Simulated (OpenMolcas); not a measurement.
## Run report: SiCl3, single-point calculation (part 3 of 3)

The same run, continued: SiCl3, multiplicity 4, SMILES Cl[Si](Cl)Cl; HF/3-21G, UHF (OpenMolcas 26.06). The geometry is that of the parent species in another charge or spin state. The geometry comes from this level: PBE0-D4/def2-TZVP.

Geometry of the input (Å):
```
Cl -1.5248  -0.5916  1.0301
Si 0.1161  0.3894  0.3106
Cl 1.6947  -0.9038  0.2190
Cl -0.2860  1.1059  -1.5597
```

### The program's output, continued
```
        1 CL1    1s         0.0010    0.0040    0.0103   -0.0113   -0.0043   -0.0118    0.0046    0.0090    0.0333   -0.0306
        2 CL1    1s        -0.0054   -0.0257   -0.0648    0.0711    0.0274    0.0747   -0.0284   -0.0549   -0.2036    0.1853
        3 CL1    1s         0.0112    0.0250    0.0567   -0.0608   -0.0313   -0.0850    0.1039    0.2438    0.9071   -0.9548
        4 CL1    1s        -0.0253    0.1641    0.3400   -0.3572   -0.1782   -0.4868    0.0800   -0.2836   -1.0574    1.1387
        5 CL1    2px       -0.1262    0.0289   -0.1376    0.0193    0.1445   -0.0024    0.0197    0.0091   -0.1703    0.0471
        6 CL1    2px        0.2656   -0.0612    0.3075   -0.0460   -0.4446    0.0421   -0.0550   -0.0513    0.5767   -0.2082
        7 CL1    2px        0.2111    0.0309    0.3911   -0.1896    0.1025   -0.3016    0.0475    0.0773   -0.5072    0.4578
        8 CL1    2py        0.1174    0.0062    0.0540    0.1120   -0.1188    0.0780    0.0800   -0.0818   -0.0947    0.0655
        9 CL1    2py       -0.2468   -0.0132   -0.1188   -0.2477    0.3882   -0.2132   -0.2595    0.2930    0.3049   -0.2563
       10 CL1    2py       -0.2238   -0.0251   -0.0358   -0.2780   -0.2677   -0.1415    0.1396   -0.2806   -0.2425    0.3966
       11 CL1    2pz       -0.1076    0.0755   -0.0287   -0.0801    0.1093   -0.0573    0.0680    0.0605    0.0381    0.0208
       12 CL1    2pz        0.2279   -0.1692    0.0598    0.1801   -0.3462    0.1808   -0.2307   -0.2233   -0.1307   -0.0551
       13 CL1    2pz        0.1963   -0.2377   -0.0548    0.2181    0.1760   -0.0409    0.1035    0.2240    0.1194   -0.0641
       14 SI2    1s        -0.0000    0.0024   -0.0366    0.0494    0.0000    0.0000    0.0018   -0.0003   -0.0003   -0.0363
       15 SI2    1s         0.0001   -0.0145    0.2004   -0.2711   -0.0002   -0.0002    0.0052    0.0011    0.0010    0.1291
       16 SI2    1s        -0.0001   -0.0407   -0.2929    0.3625    0.0005    0.0004    0.1221   -0.0074   -0.0070   -0.9335
       17 SI2    1s         0.0000   -0.1012   -0.8861    1.1087    0.0004    0.0003   -0.2991   -0.0035   -0.0034   -0.4345
       18 SI2    2px       -0.0205   -0.0553   -0.0191   -0.0049   -0.0213    0.0677    0.0608    0.0892   -0.2178   -0.0026
       19 SI2    2px        0.0324    0.1341    0.0530    0.0032    0.0151   -0.0475   -0.2490   -0.2444    0.5966    0.0351
       20 SI2    2px        0.0434    0.1496    0.1003   -0.0503    0.3111   -0.9897    0.2537    0.2302   -0.5605    0.0327
       21 SI2    2py        0.0455   -0.1858   -0.0644   -0.0165    0.0475    0.0014    0.2037   -0.1556   -0.0171   -0.0105
       22 SI2    2py       -0.0717    0.4503    0.1784    0.0107   -0.0339   -0.0012   -0.8345    0.4264    0.0469    0.1231
       23 SI2    2py       -0.0962    0.5025    0.3370   -0.1692   -0.6903   -0.0195    0.8507   -0.3985   -0.0422    0.1035
       24 SI2    2pz       -0.0494   -0.1485   -0.0516   -0.0130   -0.0513   -0.0268    0.1618    0.1623    0.1033   -0.0118
       25 SI2    2pz        0.0778    0.3598    0.1428    0.0082    0.0362    0.0186   -0.6641   -0.4445   -0.2828    0.1080
       26 SI2    2pz        0.1044    0.4021    0.2699   -0.1357    0.7484    0.3936    0.6777    0.4193    0.2676    0.0714
       27 CL3    1s         0.0018    0.0040    0.0103   -0.0114   -0.0081    0.0096    0.0047    0.0242   -0.0249   -0.0303
       28 CL3    1s        -0.0101   -0.0258   -0.0649    0.0712    0.0511   -0.0609   -0.0289   -0.1480    0.1523    0.1835
       29 CL3    1s         0.0209    0.0250    0.0567   -0.0609   -0.0583    0.0694    0.1061    0.6586   -0.6801   -0.9465
       30 CL3    1s        -0.0472    0.1646    0.3404   -0.3575   -0.3323    0.3973    0.0777   -0.7674    0.7939    1.1281
       31 CL3    2px        0.0696    0.0516    0.0187   -0.1075   -0.0931   -0.0221    0.0297    0.0774   -0.1262   -0.0176
       32 CL3    2px       -0.1451   -0.1173   -0.0462    0.2419    0.2781    0.0896   -0.1090   -0.2537    0.4369    0.1027
       33 CL3    2px       -0.1017   -0.2124   -0.2031    0.3436    0.0219   -0.2212    0.0339    0.2103   -0.4023   -0.3496
       34 CL3    2py        0.0734    0.0624   -0.1024    0.0168   -0.0632   -0.1065    0.0788   -0.1327    0.0705    0.0709
       35 CL3    2py       -0.1538   -0.1368    0.2274   -0.0384    0.2268    0.3049   -0.2538    0.4531   -0.2194   -0.2838
       36 CL3    2py       -0.1610   -0.1027    0.2669   -0.1435   -0.3024    0.0947    0.1407   -0.4023    0.1643    0.4725
       37 CL3    2pz       -0.1323   -0.0034    0.1088    0.0865    0.1410    0.1094    0.0655    0.0328    0.0672    0.0371
       38 CL3    2pz        0.2802    0.0066   -0.2416   -0.1897   -0.4363   -0.3577   -0.2169   -0.1346   -0.2399   -0.1333
       39 CL3    2pz        0.2299   -0.0494   -0.2119   -0.1497    0.1447    0.2341    0.1067    0.1551    0.2284    0.1393
       40 CL4    1s        -0.0028    0.0040    0.0103   -0.0114    0.0124    0.0022    0.0048   -0.0338   -0.0090   -0.0300
       41 CL4    1s         0.0155   -0.0259   -0.0650    0.0712   -0.0783   -0.0136   -0.0295    0.2066    0.0549    0.1816
       42 CL4    1s        -0.0322    0.0250    0.0568   -0.0610    0.0894    0.0155    0.1086   -0.9222   -0.2460   -0.9376
       43 CL4    1s         0.0725    0.1651    0.3408   -0.3577    0.5098    0.0889    0.0750    1.0763    0.2875    1.1168
       44 CL4    2px       -0.0307   -0.0415    0.1134    0.1160    0.0256   -0.2207    0.0234    0.0651   -0.0727    0.0213
       45 CL4    2px        0.0643    0.0920   -0.2500   -0.2564   -0.0935    0.6960   -0.0754   -0.2254    0.2775   -0.0857
       46 CL4    2px        0.0689    0.0748   -0.1683   -0.2369    0.1363   -0.3059    0.0422    0.2056   -0.2911    0.1446
       47 CL4    2py        0.0028    0.0618    0.0312   -0.0351    0.0112    0.0237    0.0851   -0.0482   -0.0036    0.0313
       48 CL4    2py       -0.0094   -0.1392   -0.0729    0.0812   -0.0382   -0.0754   -0.2874    0.1721    0.0116   -0.0922
       49 CL4    2py       -0.0109   -0.2292   -0.1666    0.1422   -0.0078    0.0305    0.1319   -0.1694   -0.0110   -0.0292
       50 CL4    2pz        0.0300    0.0320   -0.0939    0.0683   -0.0651    0.0455    0.0597    0.1829    0.0710    0.0711
       51 CL4    2pz       -0.0634   -0.0683    0.2107   -0.1538    0.1572   -0.1524   -0.1862   -0.6080   -0.2459   -0.2995
       52 CL4    2pz        0.0029    0.0022    0.3185   -0.2914    0.3060    0.1364    0.1139    0.5197    0.2266    0.5802

          Orbital           41        42        43        44        45        46        47        48        49        50
          Energy            0.7388    0.7388    0.8544    0.7033    0.7029    0.7013    0.7024    0.5723    0.8633    0.8144
          Occ. No.          0.0002    0.0002    0.0000    0.0000    0.0000    0.0000    0.0000    0.0000    0.0000    0.0000

        1 CL1    1s         0.0026   -0.0103   -0.0075   -0.0424   -0.0117   -0.0108    0.0030   -0.0066   -0.0000    0.0248
        2 CL1    1s        -0.0157    0.0624    0.0392    0.2586    0.0713    0.0625   -0.0170    0.0366    0.0001   -0.1487
        3 CL1    1s         0.0885   -0.3516   -0.5883   -1.1989   -0.3317   -0.6185    0.1736   -0.4026   -0.0005    0.8311
        4 CL1    1s        -0.1489    0.5909    1.7110    1.2289    0.3413    1.0255   -0.2943    1.0332    0.0007   -1.3763
        5 CL1    2px       -0.0219   -0.0058    0.1077   -0.1266   -0.0498    0.1078   -0.0440    0.0232   -0.1190    0.1006
        6 CL1    2px        0.0828    0.0125   -0.4113    0.4201    0.1632   -0.4775    0.1913   -0.0915    0.4308   -0.3459
        7 CL1    2px       -0.1530    0.0697    0.9839   -0.2789   -0.0987    1.0030   -0.3901    0.4041   -0.4720    0.0882
        8 CL1    2py        0.0660   -0.1670   -0.0109   -0.0574   -0.0002    0.0622   -0.0051    0.0873    0.1204    0.0878
        9 CL1    2py       -0.2340    0.5789    0.0429    0.1840    0.0003   -0.2857    0.0275   -0.3100   -0.4358   -0.3218
       10 CL1    2py        0.2601   -0.4834    0.0963   -0.0856    0.0035    0.6420   -0.0793    0.4847    0.4773    0.3052
       11 CL1    2pz        0.0296   -0.2000   -0.1330    0.0892    0.0104   -0.0608    0.0054    0.0726   -0.1063   -0.0148
       12 CL1    2pz       -0.1011    0.7053    0.5099   -0.3020   -0.0377    0.2551   -0.0226   -0.2476    0.3849    0.0292
       13 CL1    2pz        0.0619   -0.7260   -0.9927    0.2376    0.0408   -0.4782    0.0435    0.0963   -0.4215    0.2338
       14 SI2    1s        -0.0000    0.0000    0.0106   -0.0001   -0.0001    0.0003   -0.0004    0.0371    0.0000   -0.0080
       15 SI2    1s         0.0001   -0.0001    0.0801    0.0002    0.0002    0.0000    0.0000   -0.0343    0.0000   -0.0762
       16 SI2    1s        -0.0004    0.0004    0.9149   -0.0023   -0.0023    0.0134   -0.0159    1.4460    0.0000   -0.9021
       17 SI2    1s        -0.0009    0.0009   -3.7794    0.0045    0.0042   -0.0330    0.0387   -2.9526   -0.0000    1.9093
       18 SI2    2px        0.0150    0.0348    0.0133   -0.0980    0.0412   -0.2342   -0.0934   -0.0263    0.0004   -0.0134
       19 SI2    2px       -0.0721   -0.1672   -0.0487    0.3395   -0.1440    1.0443    0.4172    0.1089   -0.0021    0.0757
       20 SI2    2px        0.2226    0.5143    0.4063    0.0076   -0.0047    0.1551    0.0610   -0.0156    0.0023   -0.2623
       21 SI2    2py       -0.0250    0.0033    0.0444   -0.0076   -0.0718   -0.0184    0.1668   -0.0897   -0.0002   -0.0438
       22 SI2    2py        0.1202   -0.0159   -0.1630    0.0263    0.2505    0.0817   -0.7448    0.3717    0.0009    0.2487
       23 SI2    2py       -0.3702    0.0486    1.3708    0.0015    0.0101    0.0147   -0.1130   -0.0530   -0.0009   -0.8602
       24 SI2    2pz        0.0257   -0.0171    0.0350    0.0466    0.0751    0.1091   -0.1725   -0.0751    0.0001   -0.0332
       25 SI2    2pz       -0.1235    0.0822   -0.1285   -0.1616   -0.2623   -0.4865    0.7704    0.3129   -0.0003    0.1895
       26 SI2    2pz        0.3811   -0.2532    1.1060   -0.0031   -0.0086   -0.0696    0.1116   -0.0423    0.0003   -0.6534
       27 CL3    1s         0.0076    0.0075   -0.0075    0.0312   -0.0310    0.0079    0.0075   -0.0066    0.0000    0.0248
       28 CL3    1s        -0.0462   -0.0451    0.0394   -0.1904    0.1892   -0.0457   -0.0434    0.0366   -0.0002   -0.1486
       29 CL3    1s         0.2600    0.2542   -0.5912    0.8834   -0.8800    0.4506    0.4409   -0.4054    0.0008    0.8283
       30 CL3    1s        -0.4373   -0.4267    1.7187   -0.9069    0.9063   -0.7391   -0.7394    1.0389   -0.0012   -1.3632
       31 CL3    2px        0.1005    0.0780   -0.1576   -0.0990    0.1101    0.0781    0.0885    0.0284   -0.0749   -0.0775
       32 CL3    2px       -0.3601   -0.2777    0.6031    0.3318   -0.3662   -0.3399   -0.3831   -0.0873    0.2712    0.2523
       33 CL3    2px        0.4334    0.3075   -1.3012   -0.2393    0.2506    0.6847    0.7693   -0.2265   -0.2972    0.0902
       34 CL3    2py        0.1324    0.1016    0.0156    0.0675   -0.0487   -0.0659   -0.0521    0.0877   -0.1015    0.1064
       35 CL3    2py       -0.4613   -0.3484   -0.0585   -0.2185    0.1575    0.2989    0.2384   -0.3141    0.3673   -0.3849
       36 CL3    2py        0.4162    0.2471    0.3239    0.1159   -0.0799   -0.6524   -0.5323    0.5528   -0.4018    0.3152
       37 CL3    2pz        0.1008    0.1392   -0.0664   -0.0263   -0.0015    0.0130   -0.0104    0.0708    0.1550    0.0300
       38 CL3    2pz       -0.3490   -0.4912    0.2549    0.0901   -0.0010   -0.0464    0.0518   -0.2467   -0.5610   -0.1213
       39 CL3    2pz        0.2820    0.5136   -0.4182   -0.0791    0.0324    0.0512   -0.1318    0.2523    0.6140    0.2324
       40 CL4    1s        -0.0103    0.0029   -0.0076    0.0111    0.0427    0.0027   -0.0102   -0.0066   -0.0000    0.0248
       41 CL4    1s         0.0623   -0.0177    0.0397   -0.0677   -0.2599   -0.0155    0.0589    0.0366    0.0001   -0.1487
       42 CL4    1s        -0.3509    0.0998   -0.5947    0.3143    1.2100    0.1527   -0.5969   -0.4093   -0.0003    0.8258
       43 CL4    1s         0.5894   -0.1673    1.7270   -0.3234   -1.2481   -0.2474    0.9884    1.0469    0.0004   -1.3502
       44 CL4    2px       -0.0569   -0.0221    0.0065    0.0298    0.0189   -0.0250    0.0205    0.0265    0.1927    0.0335
       45 CL4    2px        0.1989    0.0844   -0.0245   -0.0960   -0.0613    0.1085   -0.0944   -0.0955   -0.6976   -0.1213
       46 CL4    2px       -0.1896   -0.1679    0.1119    0.0510    0.0313   -0.2170    0.2119    0.1715    0.7631    0.1005
       47 CL4    2py       -0.2345    0.0700   -0.1510   -0.0264   -0.0907    0.0176   -0.0614    0.0888   -0.0184   -0.0062
       48 CL4    2py        0.8250   -0.2471    0.5788    0.0894    0.3087   -0.0728    0.2531   -0.3029    0.0667   -0.0060
       49 CL4    2py       -0.8264    0.2554   -1.1109   -0.0707   -0.2492    0.1295   -0.4513    0.1449   -0.0729    0.3045
       50 CL4    2pz       -0.0931    0.0359    0.0819    0.0291    0.1347   -0.0259    0.1247    0.0709   -0.0488    0.1312
       51 CL4    2pz        0.3157   -0.1246   -0.3127   -0.0961   -0.4409    0.1176   -0.5565   -0.2615    0.1767   -0.4628
       52 CL4    2pz       -0.1881    0.1087    0.8588    0.0596    0.2586   -0.2543    1.1786    0.6229   -0.1935    0.2542

          Orbital           51        52
          Energy            0.6748    0.6751
          Occ. No.          0.0000    0.0000

        1 CL1    1s         0.0027    0.0083
        2 CL1    1s        -0.0148   -0.0468
        3 CL1    1s         0.1547    0.4685
        4 CL1    1s        -0.4740   -1.4061
        5 CL1    2px       -0.0931    0.0215
        6 CL1    2px        0.3676   -0.0764
        7 CL1    2px       -0.7338   -0.1479
        8 CL1    2py        0.0692   -0.0913
        9 CL1    2py       -0.2688    0.3664
       10 CL1    2py        0.4211   -0.7815
       11 CL1    2pz       -0.0995   -0.0313
       12 CL1    2pz        0.3907    0.1232
       13 CL1    2pz       -0.6309   -0.0623
       14 SI2    1s         0.0000    0.0000
       15 SI2    1s         0.0005    0.0004
       16 SI2    1s         0.0054    0.0047
       17 SI2    1s        -0.0064   -0.0054
       18 SI2    2px        0.0317   -0.0932
       19 SI2    2px       -0.1639    0.4817
       20 SI2    2px        0.7097   -2.0901
       21 SI2    2py       -0.0654   -0.0031
       22 SI2    2py        0.3374    0.0157
       23 SI2    2py       -1.4658   -0.0706
       24 SI2    2pz        0.0704    0.0390
       25 SI2    2pz       -0.3643   -0.2019
       26 SI2    2pz        1.5778    0.8741
       27 CL3    1s         0.0056   -0.0070
       28 CL3    1s        -0.0317    0.0395
       29 CL3    1s         0.3220   -0.3832
       30 CL3    1s        -0.9739    1.1313
       31 CL3    2px        0.0238    0.0652
       32 CL3    2px       -0.0966   -0.2508
       33 CL3    2px        0.3667    0.2009
       34 CL3    2py        0.0197    0.0981
       35 CL3    2py       -0.0711   -0.3927
       36 CL3    2py       -0.0129    0.8460
       37 CL3    2pz       -0.1298   -0.0388
       38 CL3    2pz        0.5118    0.1493
       39 CL3    2pz       -0.8856   -0.2678
       40 CL4    1s        -0.0090   -0.0019
       41 CL4    1s         0.0509    0.0111
       42 CL4    1s        -0.4969   -0.1027
       43 CL4    1s         1.4721    0.2955
       44 CL4    2px       -0.0123    0.1538
       45 CL4    2px        0.0452   -0.6040
       46 CL4    2px       -0.0127    1.0652
       47 CL4    2py        0.0787    0.0008
       48 CL4    2py       -0.3093   -0.0030
       49 CL4    2py        0.3709   -0.0295
       50 CL4    2pz        0.0476   -0.0311
       51 CL4    2pz       -0.1989    0.1191
       52 CL4    2pz        0.6713   -0.1405
--

++    Molecular properties:
      ---------------------

      Charge (e):
                      =   -0.0000
      Dipole Moment (debye):
      Origin of the operator (angstrom)=   -0.0061   -0.0205   -0.0163
                   X=  4.9050E-01               Y=  1.6483E+00               Z=  1.3219E+00           Total=  2.1690E+00
      Quadrupole Moment (debye*angstrom):
      Origin of the operator (angstrom)=   -0.0061   -0.0205   -0.0163
                  XX= -5.6076E+01              XY=  7.6138E-01              XZ=  5.9866E-01              YY= -5.3769E+01
                  YZ=  2.0316E+00              ZZ= -5.4696E+01
      In traceless form (debye*angstrom)
                  XX= -1.8436E+00              XY=  1.1421E+00              XZ=  8.9798E-01              YY=  1.6171E+00
                  YZ=  3.0475E+00              ZZ=  2.2654E-01
--

--- Stop Module: scf /rc=_RC_ALL_IS_WELL_ ---
--- Module scf spent 3 seconds ---

.##################.
.# Happy landing! #.
.##################.

    Timing: Wall=4.35 User=3.73 System=0.62
```

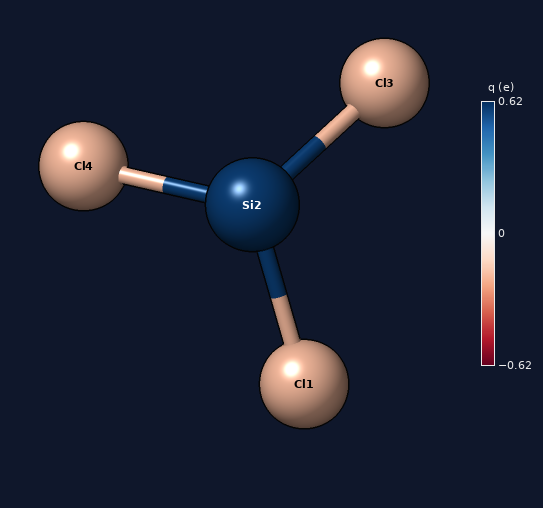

*Mulliken charges, as the colour of each atom (ball-and-stick view, seen on its broad side; atoms are numbered from 1 in the order of the input).*

By element: Cl −0.20 and Si +0.59 e.

### Summary

| quantity | value |
| --- | --- |
| outcome | converged |
| total energy | −1659.043751 hartree |
| basis functions | 52 |
| ⟨S²⟩ | 3.775 |
| dipole moment | 2.17 debye |
| hardware | 1 thread of Arm Neoverse V2, 24 GiB of memory available, shared host |
| wall time | 4.8 s |
| peak memory | 0.38 GiB |

### Remarks

Further notes kept with the run: the Hartree-Fock reference is not the lowest state of its kind.
